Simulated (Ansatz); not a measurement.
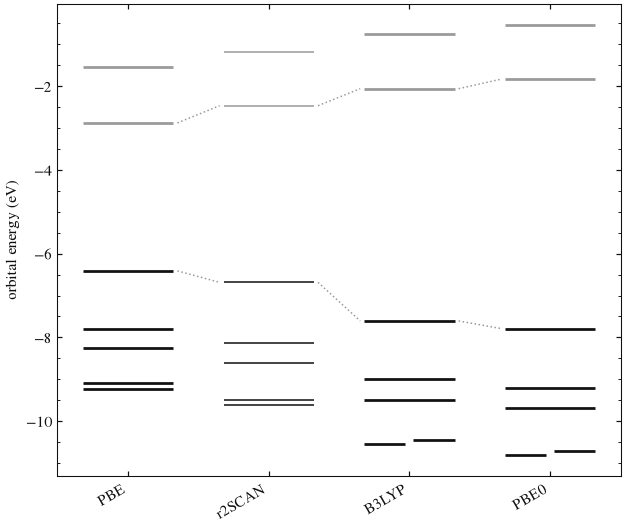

Frontier orbital energies of CH₇B₂FOSi, SMILES BBO[Si@@H](C)F at one geometry, def2-TZVPP, the Ansatz code, at a PBE0-D4/def2-TZVP geometry (no frequency check). Empty levels are grey, levels within 0.1 eV stand side by side; all columns show the same few orbitals around the gap. Dotted lines join the HOMOs and the LUMOs.

**How do the frontier levels move from column to column?**

The separation grows from 3.53 eV (PBE) to 5.95 eV (PBE0).

| level | HOMO (eV) | LUMO (eV) | separation (eV) |
| --- | --- | --- | --- |
| PBE | −6.41 | −2.88 | 3.53 |
| r2SCAN | −6.69 | −2.47 | 4.22 |
| B3LYP | −7.61 | −2.06 | 5.55 |
| PBE0 | −7.79 | −1.83 | 5.95 |

Limits of at least one run: empty levels above zero depend strongly on the basis; one conformer of a flexible molecule.
